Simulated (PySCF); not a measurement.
# [LaF4]−: other functionals and bases at one geometry

How far do other levels of theory move the description of [LaF4]−, and what does each cost? The structure is generated, not taken from experiment.

Computed with PySCF 2.14.0. Level: several levels, as the steps say, no spin–orbit coupling.

1 further run of the same task is left out (for a known fault of the program).

**1. The system as given**

5 atoms, charge -1, spin multiplicity 1.

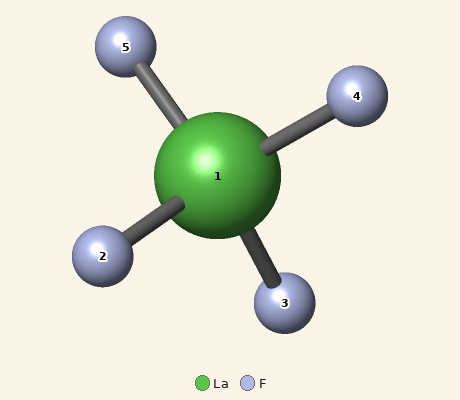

The geometry (lanthanum green, fluorine light blue); atoms are numbered from 1 in the order of the file.

Coordinates:

```xyz
5
F4La
La    0.0000    0.0000    0.0000
F     1.2753    1.2753    1.2753
F    -1.2753   -1.2753    1.2753
F     1.2753   -1.2753   -1.2753
F    -1.2753    1.2753   -1.2753
```

Formal oxidation states: La +3. An earlier session relaxed this geometry at PBE0, La def2-SVP with ECP46, F def2-SVP (singlet, point group Td).

At PBE0 on the finer grid: E = -430.654868 Eh, HOMO -4.58 eV, LUMO 3.45 eV, Mulliken charge on La1 +1.05 e, largest force component 0.005 eV/Å. 

Levels to run: B3LYP; TPSSh; PBE0, TZVP. Hardware: 2 threads of Arm Neoverse V2, shared host.

**2. B3LYP**

run.py (the lines that set the calculation) reads:

```python
mol = gto.M(atom='''
La     0.00000     0.00000     0.00000
F      1.27528     1.27528     1.27528
F     -1.27528    -1.27528     1.27528
F      1.27528    -1.27528    -1.27528
F     -1.27528     1.27528    -1.27528''',
    basis={'La': 'def2-SVP', 'F': 'def2-SVP'},
    ecp={'La': 'def2-SVP'},
    charge=-1, spin=0)
mf = dft.RKS(mol, xc='B3LYP')
mf.grids.atom_grid = (75, 302)  # f atoms: unpruned, at least (60, 302)
mf = mf.density_fit()  # fitting sets: La def2-universal-JKFIT, F def2-universal-JKFIT
mf.conv_tol = 1e-08; mf.max_cycle = 55
mf.kernel(dm0)  # dm0: the density of the relaxed state
```

Run with:

```
OMP_NUM_THREADS=2 python run.py
```

The program printed:

```text
init E= -431.051431824565
  HOMO = -0.156328659383302  LUMO = 0.117735578062305  gap/eV = 7.45767
cycle= 1 E= -431.052217735695  delta_E= -0.000786  |g|= 0.0306  |ddm|= 0.146
  HOMO = -0.151971473769696  LUMO = 0.116886229174028  gap/eV = 7.31599
cycle= 2 E= -431.051918169416  delta_E= 0.0003  |g|= 0.0522  |ddm|= 0.0506
  HOMO = -0.15599880545364  LUMO = 0.116652349713025  gap/eV = 7.41922
cycle= 3 E= -431.052364651579  delta_E= -0.000446  |g|= 0.00222  |ddm|= 0.035
  HOMO = -0.15611119359924  LUMO = 0.116566865751537  gap/eV = 7.41995
cycle= 4 E= -431.052365905079  delta_E= -1.25e-06  |g|= 0.000111  |ddm|= 0.00369
  HOMO = -0.156123617553248  LUMO = 0.116559771091389  gap/eV = 7.42009
cycle= 5 E= -431.052365908153  delta_E= -3.07e-09  |g|= 1.91e-05  |ddm|= 0.000148
  HOMO = -0.156126156307585  LUMO = 0.116559989130646  gap/eV = 7.42017
Extra cycle  E= -431.052365908048  delta_E= 1.04e-10  |g|= 3.27e-05  |ddm|= 5.34e-05
converged SCF energy = -431.052365908048
```

Wall time 2.3 s (2 threads of Arm Neoverse V2, shared host).

Result: E = -431.052366 Eh, HOMO -4.25 eV, LUMO 3.17 eV, Mulliken charge on La1 +0.99 e, largest force component 0.108 eV/Å. 

**3. TPSSh**

Edit run.py (the lines that set the calculation) of step 2 so:

```diff
@@ -9,3 +9,3 @@
     charge=-1, spin=0)
-mf = dft.RKS(mol, xc='B3LYP')
+mf = dft.RKS(mol, xc='TPSSH')
 mf.grids.atom_grid = (75, 302)  # f atoms: unpruned, at least (60, 302)
```

Run with:

```
OMP_NUM_THREADS=2 python run.py
```

The program printed:

```text
init E= -431.019580993929
  HOMO = -0.126865578220187  LUMO = 0.120155899359712  gap/eV = 6.72180
cycle= 1 E= -431.020088528049  delta_E= -0.000508  |g|= 0.0267  |ddm|= 0.115
  HOMO = -0.131547450663116  LUMO = 0.119868122197207  gap/eV = 6.84137
cycle= 2 E= -431.019739142249  delta_E= 0.000349  |g|= 0.0527  |ddm|= 0.0728
  HOMO = -0.128373756652115  LUMO = 0.119870704106258  gap/eV = 6.75508
cycle= 3 E= -431.02024918788  delta_E= -0.00051  |g|= 0.00248  |ddm|= 0.0381
  HOMO = -0.128680528908711  LUMO = 0.119764634914432  gap/eV = 6.76054
cycle= 4 E= -431.020251155594  delta_E= -1.97e-06  |g|= 0.000163  |ddm|= 0.00546
  HOMO = -0.128660514080698  LUMO = 0.119768607948803  gap/eV = 6.76010
cycle= 5 E= -431.020251159427  delta_E= -3.83e-09  |g|= 2.01e-05  |ddm|= 0.000113
  HOMO = -0.128660293291089  LUMO = 0.119769603512555  gap/eV = 6.76012
Extra cycle  E= -431.02025115933  delta_E= 9.73e-11  |g|= 3.27e-05  |ddm|= 6.78e-05
converged SCF energy = -431.02025115933
```

Run time: 3.2 s. Hardware: 2 threads of Arm Neoverse V2, shared host.

It gives: E = -431.020251 Eh, HOMO -3.50 eV, LUMO 3.26 eV, Mulliken charge on La1 +0.99 e, largest force component 0.076 eV/Å. 

**4. PBE0, TZVP**

Basis: La def2-TZVP with ECP46, F def2-TZVP. 

run.py (the lines that set the calculation) reads:

```python
mol = gto.M(atom='''
La     0.00000     0.00000     0.00000
F      1.27528     1.27528     1.27528
F     -1.27528    -1.27528     1.27528
F      1.27528    -1.27528    -1.27528
F     -1.27528     1.27528    -1.27528''',
    basis={'La': 'def2-TZVP', 'F': 'def2-TZVP'},
    ecp={'La': 'def2-TZVP'},
    charge=-1, spin=0)
mf = dft.RKS(mol, xc='PBE0')
mf.grids.atom_grid = (75, 302)  # f atoms: unpruned, at least (60, 302)
mf = mf.density_fit()  # fitting sets: La def2-universal-JKFIT, F def2-universal-JKFIT
mf.conv_tol = 1e-08; mf.max_cycle = 55
mf.kernel(dm0)  # dm0: free metal ions and neutral atoms
```

Run with:

```
OMP_NUM_THREADS=2 python run.py
```

The program printed:

```text
init E= -441.925001971417
  HOMO = -0.0657226155224579  LUMO = 0.12084950586712  gap/eV = 5.07689
cycle= 1 E= -430.729754502902  delta_E= 11.2  |g|= 1.96  |ddm|= 1.94
  HOMO = -0.406138182134901  LUMO = 0.110667983762972  gap/eV = 14.06301
cycle= 2 E= -430.254840708424  delta_E= 0.475  |g|= 2.59  |ddm|= 1.66
  HOMO = -0.181105269729691  LUMO = 0.121747286517075  gap/eV = 8.24104
cycle= 3 E= -431.152074798267  delta_E= -0.897  |g|= 0.146  |ddm|= 1.09
  HOMO = -0.183115737049155  LUMO = 0.124463497289703  gap/eV = 8.36966
cycle= 4 E= -431.155268759681  delta_E= -0.00319  |g|= 0.0281  |ddm|= 0.14
  HOMO = -0.183985128693675  LUMO = 0.123740051016156  gap/eV = 8.37363
cycle= 5 E= -431.155451022328  delta_E= -0.000182  |g|= 0.00135  |ddm|= 0.0382
  HOMO = -0.184016111375708  LUMO = 0.123784208748269  gap/eV = 8.37567
cycle= 6 E= -431.155451360179  delta_E= -3.38e-07  |g|= 0.000243  |ddm|= 0.00103
  HOMO = -0.184023569944654  LUMO = 0.123791305643095  gap/eV = 8.37607
cycle= 7 E= -431.155451369357  delta_E= -9.18e-09  |g|= 5.57e-05  |ddm|= 0.000257
  HOMO = -0.184014368982997  LUMO = 0.123792212333512  gap/eV = 8.37584
Extra cycle  E= -431.155451368546  delta_E= 8.11e-10  |g|= 9.39e-05  |ddm|= 9.12e-05
converged SCF energy = -431.155451368546
```

Run time: 6.8 s. Hardware: 2 threads of Arm Neoverse V2, shared host.

It gives: E = -431.155451 Eh, HOMO -5.01 eV, LUMO 3.37 eV, Mulliken charge on La1 +1.46 e, largest force component 0.143 eV/Å. 

**5. Results**

| level | state | HOMO (eV) | gap (eV) | charge on La1 (e) | dipole (D) | largest force (eV/Å) | basis functions | time |
| --- | --- | --- | --- | --- | --- | --- | --- | --- |
| PBE0 (relaxed here) | singlet | -4.58 | 8.02 | 1.05 | 0.00 | 0.00 | 88 | 5.7 s |
| B3LYP | singlet | -4.25 | 7.42 | 0.99 | 0.00 | 0.11 | 88 | 2.3 s |
| TPSSh | singlet | -3.50 | 6.76 | 0.99 | 0.00 | 0.08 | 88 | 3.2 s |
| PBE0, TZVP | singlet | -5.01 | 8.38 | 1.46 | 0.00 | 0.14 | 164 | 6.8 s |

Times are on 2 threads of Arm Neoverse V2, shared host; the first row also made further properties. The dipole of a charged species depends on the origin, so these sizes hold for this origin alone.

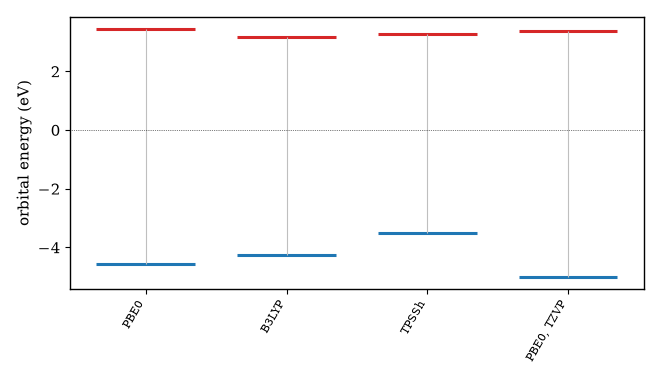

Highest filled and lowest empty level, method by method.

In one basis the HOMO–LUMO gap runs from 6.76 eV (TPSSh) to 8.02 eV (PBE0). The largest leftover force, 0.14 eV/Å with PBE0, TZVP, stands at a geometry relaxed at another level. The Mulliken charge on La spans +0.99 to +1.46 e over the levels. Total energies of different levels can't be compared. Spin–orbit coupling is left out throughout.
